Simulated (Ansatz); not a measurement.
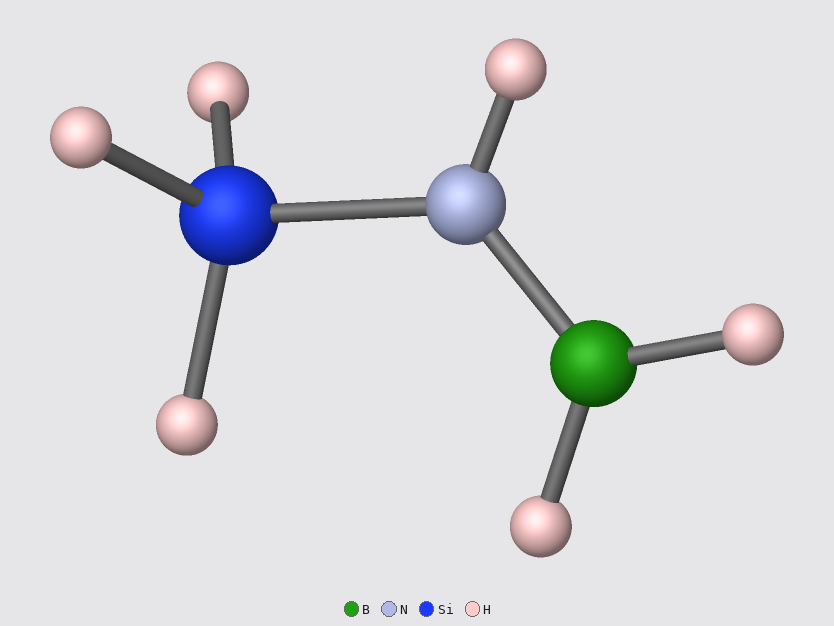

Sticks follow a distance rule. Harmonic vibrations computed with RKS PBE0-D4/def2-TZVP (Ansatz 0.2.0) at a stationary point of the same level.

Minimum or transition state?

Answer. A minimum: no imaginary frequency, and the lowest mode lies at 81 cm⁻¹.

How many vibrational modes are there, and where do they lie?

Answer. 21 modes: 81, 286, 312, 673, 709, 739, 808, 937, 942, 972, 973, 1018, 1173, 1278, 1410, 2221, 2225, 2266, 2569, 2651, 3590 cm⁻¹.
